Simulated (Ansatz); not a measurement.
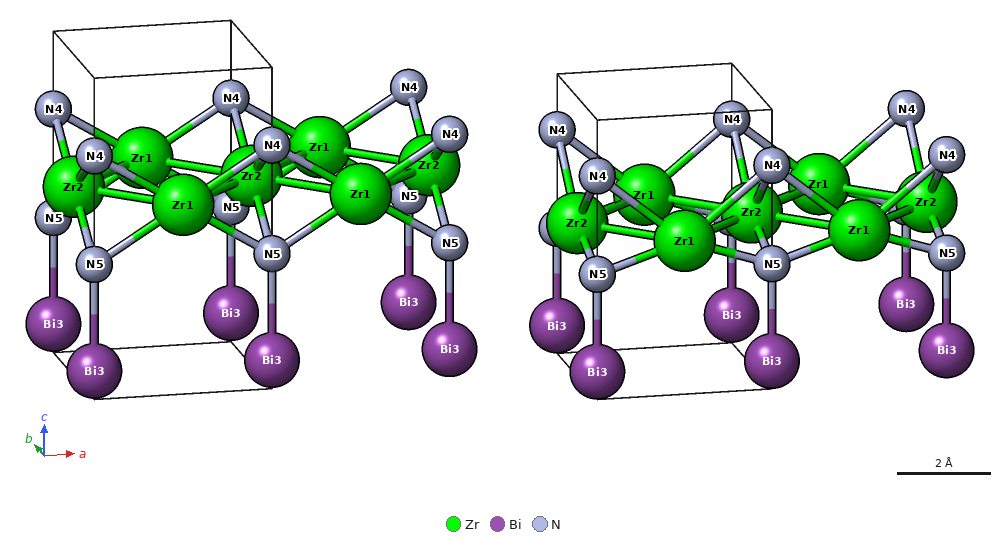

Two geometries of crystalline Zr2BiN2 (a generated structure, set up in P4mm) (coarse preliminary run), drawn at one scale. One is the start of a relaxation, the other its converged end. Style: ball-and-stick. Shown: the cell of the calculation, repeated 2 × 1 × 1 with one cell outlined, slightly off an axis.

Method: DFT PBE, scalar-relativistic, plane waves, PAW (Ansatz). Set-up: plane-wave cutoff 420 eV; k-point mesh 4 × 4 × 4; occupations gaussian; smearing width 0.1 eV; no spin polarisation; cell and atoms relaxed; force threshold 0.04 eV/Å; at most 70 steps.

Which one is relaxed?

Answer. The left one is the relaxed one. Over 7 accepted moves (9 points after the start) the energy falls by 617 meV per atom. Largest force component: 8.3 eV/Å at the start, 0.014 eV/Å at the end. Pressure: 29.02 GPa at the start and −0.05 GPa at the end. The SCF was repeated twice at an unchanged geometry on a basis and grid sized afresh for the cell, which shifted the energy by 12.6 meV per atom at most. N4 moves most relative to the cell: 0.30 Å along −c. By element the largest moves are N 0.30 Å, Zr 0.29 Å, Bi 0.08 Å. The drawn cell changes as follows: a = b 3.869 → 3.936 Å (+1.7 %), c 6.254 → 7.193 Å (+15.0 %); the volume changes by +19.0 %. Among the contacts that change: Bi3–N4 1.873 → 2.382 Å, Zr1–N5 2.035 → 2.312 Å, Bi3–N5 2.179 → 2.383 Å, Zr1–N4 2.492 → 2.312 Å. Among the angles between lasting bonds that change: Zr1–N5–Zr1 143.8° → 116.6°, Zr1–N4–Zr1 101.8° → 116.6°, Zr1–N5–Bi3 108.1° → 121.7°. The space group (tolerance 0.01 Å) goes from P4mm (No. 99) to P4/mmm (No. 123). The run took 38 s on 1 thread of Intel(R) Xeon(R) Platinum 8488C (Sapphire Rapids) (shared host), peak memory 0.44 GiB.

Limits of the set-up: the k-point mesh is coarse for a cell with partly filled bands.
